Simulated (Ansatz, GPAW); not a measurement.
# A 10-layer slab of Zr(0001): work function by functional and basis

How far do functional and basis move the work function of a 10-layer slab of Zr(0001)?

Program: GPAW 26.7.0 and Ansatz 0.2.0. Level of theory: Ansatz plane waves; slab in vacuum with a dipole correction, relaxation; PAW set soft_1, in the first sound run; inputs show where later runs differ. Results are calculated unless marked as measured.

## 1. Starting point

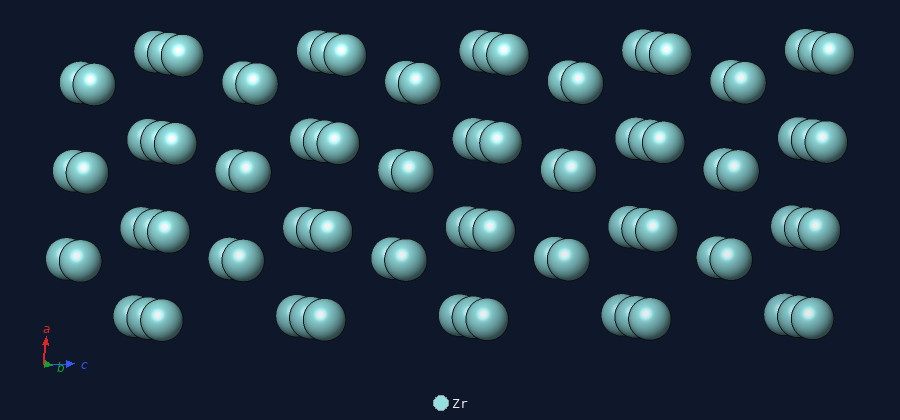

The starting structure, seen from the side, with the c axis across the page (zirconium light teal). 3×2×1 cells are drawn. Some periodic images of atoms are drawn too.

The cell holds 10 atoms: 10 Zr. Its edges and angles: a = 3.230 Å, b = 3.230 Å, c = 39.154 Å, α = 90.0°, β = 90.0°, γ = 60.0°. Vacuum lies along c.

## 2. Relaxation

Forces are removed first; all later runs use this geometry. The lowest 5 atoms are held at bulk positions and keep their forces.

Contents of input.yaml:

```yaml
crystal:
  lattice:
    - [3.23, 0.0, 0.0]
    - [1.615, 2.7972620542, 0.0]
    - [0.0, 0.0, 39.154255]
  atoms:
    - { symbol: Zr, position: [0.6666666667, 0.6666666667, 0.2043200669] }
    - { symbol: Zr, position: [0.0, 0.0, 0.2700267187] }
    - { symbol: Zr, position: [0.6666666667, 0.6666666667, 0.3357333705] }
    - { symbol: Zr, position: [0.0, 0.0, 0.4014400223] }
    - { symbol: Zr, position: [0.6666666667, 0.6666666667, 0.4671466741] }
    - { symbol: Zr, position: [0.0, 0.0, 0.5328533259] }
    - { symbol: Zr, position: [0.6666666667, 0.6666666667, 0.5985599777] }
    - { symbol: Zr, position: [0.0, 0.0, 0.6642666295] }
    - { symbol: Zr, position: [0.6666666667, 0.6666666667, 0.7299732813] }
    - { symbol: Zr, position: [0.0, 0.0, 0.7956799331] }
kpoints:
  mp_grid: { grid: [11, 11, 1] }
hamiltonian:
  xc: pbe
  pseudopotentials: { kind: paw, azcp: { folder: soft_1 } }
scf:
  occupations: { method: fermi_dirac, width: 0.1 }
efield:
  axis: 3
  dipole_correction: true
  ramp_width: 0.05
relax:
  f_tol: 0.02
  max_steps: 60
  constraints: [{ sites: [0, 1, 2, 3, 4] }]
output:
  write_potential: true
  write_density: true
  volumetric_format: npy
```

Started as:

```
$ ansatz run input.yaml --threads 4 --pin off --max-ram 8192MiB --backend cpu --events-out ev --progress --plain --runs-dir out
```

Numbers of over 12 decimals in the logs are rounded to 6 here.

Output:

```text
Engine: ansatz 0.2.0, aarch64-unknown-linux-gnu
Pseudopotentials: kind: paw
Pseudopotential: Zr, paw, valence charge 12, recommended cutoff 420 eV (normal), soft_1/Zr.paw.azcp
Functional definition: PBE
  parameter kappa = 0.804
  parameter beta = 0.066725
  exchange = pbe_x(kappa = kappa, mu = beta*pi^2/3)
  correlation = pbe_c(beta = beta)
Crystal: 10 atoms, lattice volume = 353.765 Å³
Basis set: ecut = 420 eV, 7007 PW (Γ), exchange–correlation on 48×48×540 points (8 copies of the dense FFT grid, shifted against one another)
Bands: 72, of which v1, the nominal top of the filled ones, is band 60 counted from 1 (59 counted from 0)
Symmetry: 6 space group operations
k-points: 16 of 121 (time reversal used)
Non-local potential: Zr, projectors of the file, l = 0: 3, l = 1: 2, l = 2: 2, l = 3: 1
PAW form: soft (Blöchl's): semilocal exchange-correlation on the pseudo side does not see the compensation charge
PAW one-centre angular grid: Zr, 590 points (default); XC on 64 Gauss nodes
Initial density: superposition of atomic densities (neutral atoms: chi_scale 0, normalization atom)
Initial wavefunctions: pseudopotential atomic-orbital guess
Functional: x = pbe(κ = 0.804, μ = 0.219515), c = pbe(β = 0.066725)
SCF iter   1: F=—  HF=-41840.690912 eV  |F-HF|=—  |Δ(HF+E_count)|=         —  Δρ=3.23e-2  dr2=1.54e2  ethr=3.10e-3  p=0.000 e·Å  D=1.50e-14 V/Å  ΔV_dip=-0.00 eV  dr2_dipole=2.06e-6  V_vac-E_F(+/−)=7.63/7.63 eV  ⟨swp⟩=8.6  Hψ=5158  notcnv=0
efield: sawtooth ramp at fractional position 0.9750 (placed from the atoms, in the widest stretch of the axis that holds none; the zero of the levels goes with the place), width 0.0500; the density the first Hamiltonian is built on has a dipole p = 0.000 e·Å; the dipole correction subtracts the counter field D = 1.50e-14 V/Å, which shifts the + side's vacuum level by -0.00 eV against the − side's; the planar-averaged density in the ramp window peaks in size at 6.6e-8 e/Å³
preconditioner: auto → LDOS  [metal: Δε(μ)=0.020 eV  Ē_g=2.628 eV  σ=0.100 eV  W_gap=0.05  n_scr=58 (ndim 8)  ℏωp=12.5 eV  f_vac=0.297  D(μ)=12.92/eV (n_scr^D=122)  β→1.0]
SCF iter   2: F=—  HF=-41843.149592 eV  |F-HF|=—  |Δ(HF+E_count)|=    2.46e0  Δρ=4.11e-2  dr2=4.25e2  ethr=3.10e-3  p=0.000 e·Å  D=3.72e-5 V/Å  ΔV_dip=-0.00 eV  dr2_dipole=1.13e-5  V_vac-E_F(+/−)=0.19/0.19 eV  ⟨swp⟩=11.7  Hψ=6797  notcnv=1  recentre
SCF iter   3: F=—  HF=-41837.696861 eV  |F-HF|=—  |Δ(HF+E_count)|=    5.45e0  Δρ=1.68e-2  dr2=4.70e1  ethr=3.10e-3  p=0.000 e·Å  D=2.17e-5 V/Å  ΔV_dip=-0.00 eV  dr2_dipole=3.87e-6  V_vac-E_F(+/−)=5.62/5.62 eV  ⟨swp⟩=11.1  Hψ=5320  notcnv=0
SCF iter   4: F=—  HF=-41837.105091 eV  |F-HF|=—  |Δ(HF+E_count)|=   5.92e-1  Δρ=8.67e-3  dr2=1.98e1  ethr=3.10e-3  p=-0.000 e·Å  D=-6.16e-6 V/Å  ΔV_dip=0.00 eV  dr2_dipole=1.54e-5  V_vac-E_F(+/−)=3.73/3.73 eV  ⟨swp⟩=4.8  Hψ=2178  notcnv=0
SCF iter   5: F=—  HF=-41836.989544 eV  |F-HF|=—  |Δ(HF+E_count)|=   1.16e-1  Δρ=5.03e-3  dr2=6.75e0  ethr=3.10e-3  p=0.000 e·Å  D=1.90e-5 V/Å  ΔV_dip=-0.00 eV  dr2_dipole=8.66e-8  V_vac-E_F(+/−)=3.79/3.79 eV  ⟨swp⟩=1.2  Hψ=1255  notcnv=0
SCF iter   6: F=—  HF=-41836.919139 eV  |F-HF|=—  |Δ(HF+E_count)|=   7.04e-2  Δρ=9.25e-4  dr2=1.19e-1  ethr=3.10e-3  p=0.000 e·Å  D=1.25e-5 V/Å  ΔV_dip=-0.00 eV  dr2_dipole=3.06e-7  V_vac-E_F(+/−)=4.03/4.03 eV  ⟨swp⟩=1.8  Hψ=1247  notcnv=0
SCF iter   7: F=—  HF=-41836.918833 eV  |F-HF|=—  |Δ(HF+E_count)|=   3.06e-4  Δρ=2.34e-4  dr2=2.53e-3  ethr=9.89e-5  p=0.000 e·Å  D=8.65e-6 V/Å  ΔV_dip=-0.00 eV  dr2_dipole=1.59e-9  V_vac-E_F(+/−)=4.19/4.19 eV  ⟨swp⟩=2.7  Hψ=1501  notcnv=0
SCF iter   8: F=—  HF=-41836.918689 eV  |F-HF|=—  |Δ(HF+E_count)|=   1.44e-4  Δρ=8.80e-5  dr2=1.37e-4  ethr=2.11e-6  p=0.000 e·Å  D=7.16e-7 V/Å  ΔV_dip=-0.00 eV  dr2_dipole=1.28e-8  V_vac-E_F(+/−)=4.22/4.22 eV  ⟨swp⟩=4.1  Hψ=2080  notcnv=0
SCF iter   9: F=—  HF=-41836.918705 eV  |F-HF|=—  |Δ(HF+E_count)|=   1.62e-5  Δρ=4.21e-5  dr2=1.76e-4  ethr=1.14e-7  p=0.000 e·Å  D=5.31e-7 V/Å  ΔV_dip=-0.00 eV  dr2_dipole=1.35e-10  V_vac-E_F(+/−)=4.21/4.21 eV  ⟨swp⟩=3.7  Hψ=2088  notcnv=0
SCF iter  10: F=—  HF=-41836.918708 eV  |F-HF|=—  |Δ(HF+E_count)|=   3.07e-6  Δρ=1.89e-5  dr2=2.68e-5  ethr=1.14e-7  p=0.000 e·Å  D=2.31e-7 V/Å  ΔV_dip=-0.00 eV  dr2_dipole=1.53e-11  V_vac-E_F(+/−)=4.20/4.20 eV  ⟨swp⟩=1.6  Hψ=1191  notcnv=0
SCF iter  11: F=-41836.918707 eV  HF=-41836.918708 eV  |F-HF|=6.91e-8  |Δ(HF+E_count)|=   5.76e-7  Δρ=4.55e-6  dr2=4.46e-7  ethr=8.33e-9  p=0.000 e·Å  D=4.34e-8 V/Å  ΔV_dip=-0.00 eV  dr2_dipole=8.30e-11  V_vac-E_F(+/−)=4.20/4.20 eV  ⟨swp⟩=18.5  Hψ=14205  notcnv=0
SCF 1 converged in 11 iterations: F = -41836.918707 eV  dr2 = 4.46e-7
  Residual-converged pass: ⟨swp⟩=1.4  Hψ=1223  notcnv=0  max |occ|·‖R‖ = 7.1e-9 eV (tolerance 1.0e-8 eV)  dr2=4.46e-7  dr2_onsite=6.31e-10  max |Δocc| = 1.5e-10
  greatest PAW one-centre occupation: 0.997 electrons in one spin orbital (limit 2), on the Zr atom at site 7 (counted from 0), in its partial waves of l = 0
relax step   1: F+E_penalty+E_count = -41836.91870749 eV  Δ(F+E_penalty+E_count) = +0.000e0 eV  max|allowed force component| = 5.701e-1 eV/Å  Δτ_max = 0.0000 Å  (11 SCF iters, dr2 threshold 1.00e-5 eV, accepted)
Initial density: handed on by an earlier stage of this run
Initial wavefunctions: those handed on with the density
SCF iter   1: F=—  HF=-41837.046534 eV  |F-HF|=—  |Δ(HF+E_count)|=         —  Δρ=6.53e-3  dr2=4.96e0  ethr=3.10e-3  p=0.000 e·Å  D=5.13e-8 V/Å  ΔV_dip=-0.00 eV  dr2_dipole=1.22e0  V_vac-E_F(+/−)=4.20/4.20 eV  ⟨swp⟩=5.6  Hψ=2778  notcnv=0
efield: sawtooth ramp at fractional position 0.9750 (handed on by an earlier solve), width 0.0500; the density the first Hamiltonian is built on has a dipole p = 0.000 e·Å; the dipole correction subtracts the counter field D = 5.13e-8 V/Å, which shifts the + side's vacuum level by -0.00 eV against the − side's; the planar-averaged density in the ramp window peaks in size at 2.3e-6 e/Å³
preconditioner: auto → LDOS  [metal: Δε(μ)=0.036 eV  Ē_g=2.414 eV  σ=0.100 eV  W_gap=0.09  n_scr=58 (ndim 8)  ℏωp=12.5 eV  f_vac=0.306  D(μ)=11.52/eV (n_scr^D=96)  β→1.0]
SCF iter   2: F=—  HF=-41836.948009 eV  |F-HF|=—  |Δ(HF+E_count)|=   9.85e-2  Δρ=3.13e-3  dr2=4.39e-1  ethr=3.10e-3  p=0.007 e·Å  D=3.40e-3 V/Å  ΔV_dip=-0.13 eV  dr2_dipole=7.53e-2  V_vac-E_F(+/−)=4.07/4.20 eV  ⟨swp⟩=2.9  Hψ=1469  notcnv=0
SCF iter   3: F=—  HF=-41836.937080 eV  |F-HF|=—  |Δ(HF+E_count)|=   1.09e-2  Δρ=1.07e-3  dr2=1.81e-2  ethr=3.66e-4  p=0.003 e·Å  D=1.64e-3 V/Å  ΔV_dip=-0.06 eV  dr2_dipole=3.51e-3  V_vac-E_F(+/−)=4.13/4.20 eV  ⟨swp⟩=2.5  Hψ=1901  notcnv=0
[...]
SCF iter   3: F=—  HF=-41836.959501 eV  |F-HF|=—  |Δ(HF+E_count)|=   1.82e-3  Δρ=5.01e-4  dr2=3.83e-3  ethr=3.71e-5  p=0.002 e·Å  D=8.36e-4 V/Å  ΔV_dip=-0.03 eV  dr2_dipole=1.36e-3  V_vac-E_F(+/−)=4.16/4.19 eV  ⟨swp⟩=2.1  Hψ=2058  notcnv=0
SCF iter   4: F=—  HF=-41836.958748 eV  |F-HF|=—  |Δ(HF+E_count)|=   7.53e-4  Δρ=1.31e-4  dr2=2.18e-4  ethr=3.19e-6  p=0.001 e·Å  D=5.24e-4 V/Å  ΔV_dip=-0.02 eV  dr2_dipole=2.17e-4  V_vac-E_F(+/−)=4.17/4.19 eV  ⟨swp⟩=2.1  Hψ=2014  notcnv=0
SCF iter   5: F=—  HF=-41836.958780 eV  |F-HF|=—  |Δ(HF+E_count)|=   3.17e-5  Δρ=4.53e-5  dr2=2.72e-5  ethr=1.81e-7  p=0.001 e·Å  D=4.78e-4 V/Å  ΔV_dip=-0.02 eV  dr2_dipole=2.77e-8  V_vac-E_F(+/−)=4.18/4.19 eV  ⟨swp⟩=2.2  Hψ=2000  notcnv=0
SCF iter   6: F=-41836.958775 eV  HF=-41836.958777 eV  |F-HF|=1.62e-6  |Δ(HF+E_count)|=   3.38e-6  Δρ=1.10e-5  dr2=2.01e-6  ethr=1.46e-8  p=0.001 e·Å  D=4.61e-4 V/Å  ΔV_dip=-0.02 eV  dr2_dipole=1.10e-7  V_vac-E_F(+/−)=4.18/4.19 eV  ⟨swp⟩=14.1  Hψ=12145  notcnv=0
SCF 3 converged in 6 iterations: F = -41836.958775 eV  dr2 = 2.01e-6
  Residual-converged pass: ⟨swp⟩=1.0  Hψ=1216  notcnv=0  max |occ|·‖R‖ = 7.0e-9 eV (tolerance 1.0e-8 eV)  dr2=2.01e-6  dr2_onsite=6.56e-9  max |Δocc| = 9.0e-11
relax step   3: F+E_penalty+E_count = -41836.95877507 eV  Δ(F+E_penalty+E_count) = -2.405e-2 eV  max|allowed force component| = 6.912e-2 eV/Å  Δτ_max = 0.0656 Å  (6 SCF iters, dr2 threshold 1.75e-5 eV, accepted)
SCF iter   1: F=—  HF=-41836.959838 eV  |F-HF|=—  |Δ(HF+E_count)|=         —  Δρ=3.34e-4  dr2=6.83e-3  ethr=1.23e-4  p=0.001 e·Å  D=4.61e-4 V/Å  ΔV_dip=-0.02 eV  dr2_dipole=1.40e-3  V_vac-E_F(+/−)=4.18/4.20 eV  ⟨swp⟩=1.6  Hψ=1465  notcnv=0
efield: sawtooth ramp at fractional position 0.9750 (handed on by an earlier solve), width 0.0500; the density the first Hamiltonian is built on has a dipole p = 0.001 e·Å; the dipole correction subtracts the counter field D = 4.61e-4 V/Å, which shifts the + side's vacuum level by -0.02 eV against the − side's; the planar-averaged density in the ramp window peaks in size at 2.5e-6 e/Å³
preconditioner: auto → LDOS  [metal: Δε(μ)=0.025 eV  Ē_g=2.406 eV  σ=0.100 eV  W_gap=0.06  n_scr=58 (ndim 8)  ℏωp=12.5 eV  f_vac=0.305  D(μ)=12.08/eV (n_scr^D=108)  β→1.0]
SCF iter   2: F=—  HF=-41836.959638 eV  |F-HF|=—  |Δ(HF+E_count)|=   2.01e-4  Δρ=1.99e-4  dr2=1.15e-3  ethr=5.69e-6  p=0.002 e·Å  D=7.84e-4 V/Å  ΔV_dip=-0.03 eV  dr2_dipole=6.59e-5  V_vac-E_F(+/−)=4.16/4.19 eV  ⟨swp⟩=2.0  Hψ=1577  notcnv=0
SCF iter   3: F=—  HF=-41836.959587 eV  |F-HF|=—  |Δ(HF+E_count)|=   5.08e-5  Δρ=5.97e-5  dr2=4.92e-5  ethr=9.56e-7  p=0.001 e·Å  D=6.11e-4 V/Å  ΔV_dip=-0.02 eV  dr2_dipole=1.10e-5  V_vac-E_F(+/−)=4.17/4.19 eV  ⟨swp⟩=2.0  Hψ=1964  notcnv=0
SCF iter   4: F=—  HF=-41836.959319 eV  |F-HF|=—  |Δ(HF+E_count)|=   2.68e-4  Δρ=1.77e-5  dr2=2.43e-6  ethr=4.10e-8  p=0.001 e·Å  D=6.27e-4 V/Å  ΔV_dip=-0.02 eV  dr2_dipole=1.65e-6  V_vac-E_F(+/−)=4.17/4.19 eV  ⟨swp⟩=2.2  Hψ=2094  notcnv=0
SCF iter   5: F=—  HF=-41836.959320 eV  |F-HF|=—  |Δ(HF+E_count)|=   8.03e-7  Δρ=5.45e-6  dr2=5.01e-7  ethr=2.02e-9  p=0.001 e·Å  D=6.11e-4 V/Å  ΔV_dip=-0.02 eV  dr2_dipole=2.02e-7  V_vac-E_F(+/−)=4.17/4.19 eV  ⟨swp⟩=2.4  Hψ=1900  notcnv=0
SCF iter   6: F=-41836.959320 eV  HF=-41836.959320 eV  |F-HF|=3.52e-8  |Δ(HF+E_count)|=   1.30e-8  Δρ=1.37e-6  dr2=3.29e-8  ethr=8.33e-11  p=0.001 e·Å  D=6.04e-4 V/Å  ΔV_dip=-0.02 eV  dr2_dipole=1.37e-8  V_vac-E_F(+/−)=4.17/4.19 eV  ⟨swp⟩=11.1  Hψ=10540  notcnv=0
SCF 4 converged in 6 iterations: F = -41836.959320 eV  dr2 = 3.29e-8
relax step   4: F+E_penalty+E_count = -41836.95931982 eV  Δ(F+E_penalty+E_count) = -5.447e-4 eV  max|allowed force component| = 1.119e-2 eV/Å  Δτ_max = 0.0099 Å  (6 SCF iters, accepted)
NSCF: frozen V_eff on 16 k-points
the band table was solved once a step of the walk had ended and its energy, with any forces and stress, was formed, with the checks that follow a solve (5566 applications of the Hamiltonian). They found nothing against the state; the energy, forces and stress were not computed again (output.eigenvalues in the input reference)
WARN: The output density's exchange-correlation potential varies sharply where the density is thin. Do not read a vacuum level from v_tot or v_xc, or from such a field of the output density. On a cell that repeats whose density bears no net charge and no dipole along the vacuum's axis use v_es (v_loc + v_h of the components); under efield.dipole_correction with no amplitude use v_es + v_field, which holds any externa [...]
SCF converged after 6 iterations
Free energy (F): -41836.959320 eV
Harris-Foulkes:  -41836.959320 eV  (|F-HF|=3.52e-8)
Internal energy: -41836.546084 eV  (E = F + TS)
E sigma→0 (E₀):  -41836.752702 eV
Entropy (-TS):   -0.413236 eV (-41.324 meV/atom)
Fermi energy:    7.828463 eV
Dipole field:    D = 0.000722 V/Å  (p = 0.001412 e·Å, saw-weighted, corrected)
Work function:   Φ+ = 4.1685 eV   Φ− = 4.1968 eV
Levels:          The Fermi level and band energies are counted from a zero that moves with the ramp; work functions are not
--- Per-component energies (eV) ---
  E_band       = -1706.057997
  E_kinetic    = 3152.231178
  E_local      = -117052.380627  (includes V_loc(G=0)·N_el)
  E_nonlocal   = 752.074334
  E_hartree    = 57103.076123
  E_xc         = -1542.289552
  E_vxc        = -1821.812798  (∫ρ·V_xc dr)
  E_paw        = -29638.828433  (= ΣΔE_a)
  E_vpaw       = -942.302566  (= ΣTr[D̂ρ^β])
  E_aug_tail   = -0.000251  (compensation charges beyond the density's cutoff)
  E_efield     = 0.000001  (sawtooth field / dipole correction)
  E_vefield    = -0.001830  (∫n·V_field dr)
  E_ewald      = 45389.571144
  E_smearing   = -0.413236  (= −TS)
  E_closure    = -0.000000  (closes the sum)
  Σ components = -41836.959320   (vs F -41836.959320, Δ=0.00e0)
--- Forces (eV/Å), atoms counted from 1 ---
  atom   1  Zr     0.00000000    -0.00000000     0.43663158
  atom   2  Zr    -0.00000000     0.00000000    -0.57203318
  atom   3  Zr    -0.00000000    -0.00000000     0.04003728
  atom   4  Zr     0.00000000     0.00000000     0.06589414
  atom   5  Zr     0.00000000    -0.00000000     0.03090722
  atom   6  Zr    -0.00000000     0.00000000    -0.00187934
  atom   7  Zr     0.00000000    -0.00000000     0.00338395
  atom   8  Zr    -0.00000000     0.00000000    -0.00481759
  atom   9  Zr    -0.00000000    -0.00000000     0.01118673
  atom  10  Zr    -0.00000000     0.00000000    -0.00936937
  max |Σ_I F_I| component: 5.86e-5 eV/Å
--- Band table (eV; the first three rows and the last of 16) ---
  k-point 0: bands = [... 56 lower, 8.5202, 8.5514, 8.5514, 8.5741, 8.5741, 8.6008, 8.6021, 8.6021, ... 8 higher]
  k-point 1: bands = [... 56 lower, 8.1823, 8.2357, 8.2789, 8.3333, 8.4301, 8.4382, 8.5346, 8.6226, ... 8 higher]
  k-point 2: bands = [... 56 lower, 7.6309, 7.6806, 7.7326, 7.9190, 7.9637, 8.1497, 8.2574, 8.4248, ... 8 higher]
  k-point 15: bands = [... 56 lower, 6.8327, 7.0913, 7.1551, 7.6642, 7.6849, 7.8487, 7.8888, 7.9584, ... 8 higher]
--- Relaxed structure (4 steps of the walk, 4 accepted, 0 SCFs on fresh bases) ---
  F+E_penalty+E_count = -41836.95931982 eV   max|allowed force component| = 1.119e-2 eV/Å
  atoms:
    - { symbol: Zr, position: [0.666667, 0.666667, 0.2043200669] }
    - { symbol: Zr, position: [0.0, 0.0, 0.2700267187] }
    - { symbol: Zr, position: [0.666667, 0.666667, 0.3357333705] }
    - { symbol: Zr, position: [0.0, 0.0, 0.4014400223] }
    - { symbol: Zr, position: [0.666667, 0.666667, 0.4671466741] }
    - { symbol: Zr, position: [1.1847642656841639e-18, 0, 0.533514] }
    - { symbol: Zr, position: [0.666667, 0.666667, 0.599369] }
    - { symbol: Zr, position: [2.394838292825981e-18, 0, 0.665601] }
    - { symbol: Zr, position: [0.666667, 0.666667, 0.733040] }
    - { symbol: Zr, position: [-8.509552773681547e-19, 0, 0.795206] }
```

The job ended after 58 s (4 threads of Arm Neoverse V1, shared host; peak memory 0.96 GiB; 3.8 min of CPU time).

Relaxation path:

```
step  energy less that of the first step (eV)  largest force component (eV/Å)
   1                                   0.0000                          0.5701
   2                                  -0.0160                          0.5290
   3                                  -0.0401                          0.0691
   4                                  -0.0406                          0.0112
```

Forces are held to the 6 operations that the run works with; a distortion that breaks them can't arise in this run.

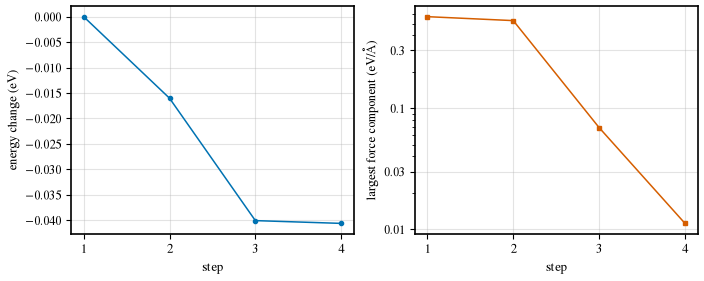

Energy and largest force along the relaxation.

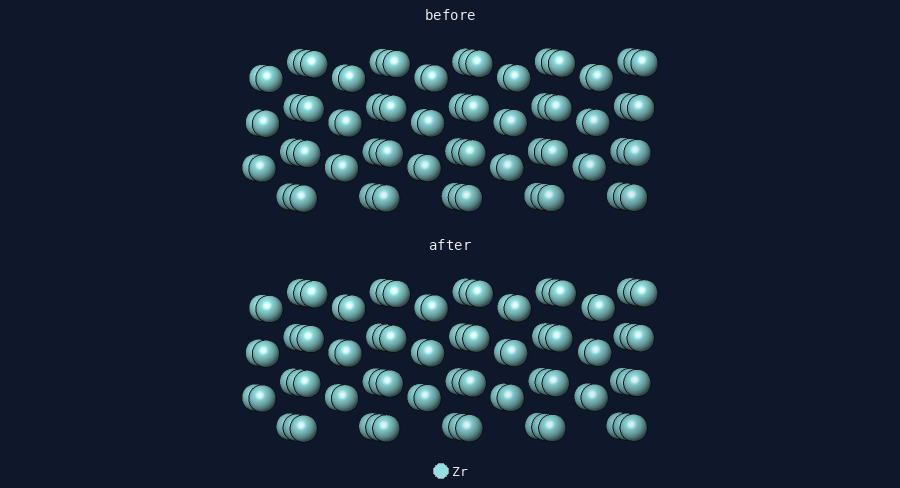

Before and after, at one scale.

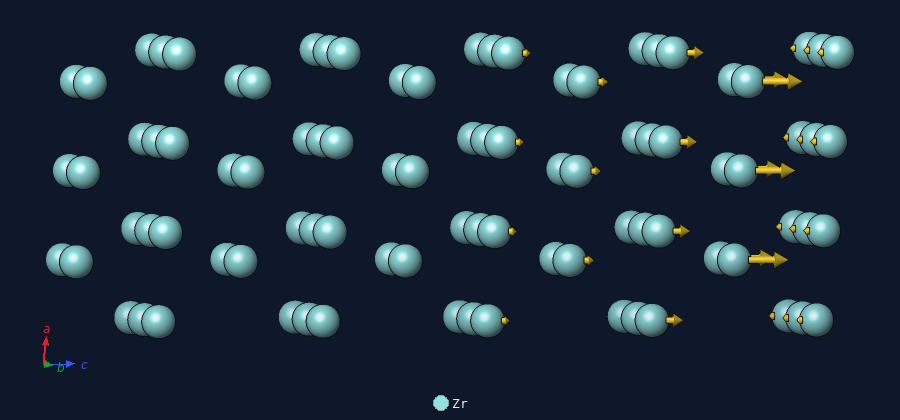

Displacements in the relaxation, exaggerated; the longest in the cell stands for 0.12 Å. 3×2×1 cells are drawn. Some periodic images of atoms are drawn too.

The atoms that moved most (Å):

| atom | dx | dy | dz | length |
| --- | --- | --- | --- | --- |
| Zr9 | 0.000 | 0.000 | 0.120 | 0.120 |
| Zr8 | 0.000 | 0.000 | 0.052 | 0.052 |
| Zr7 | 0.000 | 0.000 | 0.032 | 0.032 |
| Zr6 | 0.000 | 0.000 | 0.026 | 0.026 |
| Zr10 | 0.000 | 0.000 | -0.019 | 0.019 |

The relaxed structure:

```
Zr
1.0
     3.23000    0.00000    0.00000
     1.61500    2.79726    0.00000
     0.00000    0.00000   39.15425
Zr
10
Cartesian
  3.2300 1.8648 8.0000
  0.0000 0.0000 10.5727
  3.2300 1.8648 13.1454
  0.0000 0.0000 15.7181
  3.2300 1.8648 18.2908
  0.0000 0.0000 20.8893
  3.2300 1.8648 23.4678
  0.0000 0.0000 26.0611
  3.2300 1.8648 28.7016
  0.0000 0.0000 31.1357
```

This step gave:

| Quantity | Value |
| --- | --- |
| free energy | -41836.9593 eV |
| smearing term TS | 0.4132 eV |
| symmetry operations | 6 |
| upper work function | 4.169 eV |
| lower work function | 4.197 eV |
| dipole along the normal | 0.001412 e·Å |
| dipole field | 7.22e-4 V/Å |
| vacuum level above | 12.00 eV |
| vacuum level below | 12.03 eV |

[end of part 1 of 4]

[Logs are printed without paths, hosts, clocks, repeated set-up lines and the standing remarks that a program may print on its own settings, such as how far it seeks lower states.]

[Hosts, paths, dates, database ids (printed as entryN), source tags and the programs' standing remarks are cut or masked in the printed files.]
